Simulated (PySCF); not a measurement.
Molecule (SMILES): N (NH3).
Geometry (B3LYP-D3(BJ)/def2-TZVP, fixed):
```
N
H 1 1.0136
H 1 1.0136 2 107.33
H 1 1.0136 2 107.33 3 -115.09
```

Basis-set convergence of the lowest singlet excitation energy at PBE0 with PySCF. Tamm-Dancoff approximation; the state is taken by its order, and sets in which it differs in degeneracy or brightness are left out, yet its character can still change. All functions are spherical. Density fitting with generated auxiliary sets. No added dispersion term, no relativity. Reference: the value in d-aug-cc-pVTZ, 6.144 eV, itself unsure by roughly 0.011 eV (its mean distance from aug-pcseg-3, aug-cc-pVQZ, aug-pcseg-2). Deviations are taken from unrounded values. Cost is core time over that of cc-pVDZ, rough, on shared machines of one kind.

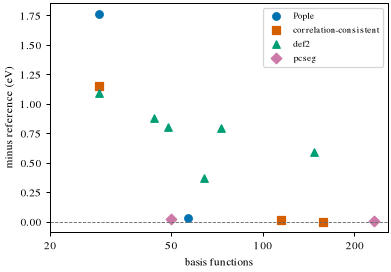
Fig. 1. Deviation from the reference against the number of basis functions, by family of sets.

| basis | functions | lowest singlet excitation energy (eV) | minus reference (eV) | cost |
|---|---|---|---|---|
| 6-31G** | 29 | 7.910 | 1.766 | 0.7× |
| cc-pVDZ | 29 | 7.293 | 1.149 | 1× |
| def2-SVP | 29 | 7.232 | 1.088 | 0.8× |
| def2-SVPD | 44 | 7.024 | 0.880 | 2× |
| def2-TZVP | 49 | 6.947 | 0.803 | 2× |
| aug-pcseg-1 | 50 | 6.162 | 0.019 | 2× |
| 6-311++G(2d,2p) | 57 | 6.179 | 0.035 | 3× |
| def2-TZVPD | 64 | 6.514 | 0.371 | 3× |
| def2-TZVPP | 73 | 6.935 | 0.791 | 3× |
| aug-cc-pVTZ | 115 | 6.155 | 0.011 | 8× |
| def2-QZVPP | 147 | 6.733 | 0.589 | 20× |
| d-aug-cc-pVTZ | 158 | 6.144 | 0.000 | 20× |
| aug-pcseg-3 | 232 | 6.152 | 0.008 | 30× |
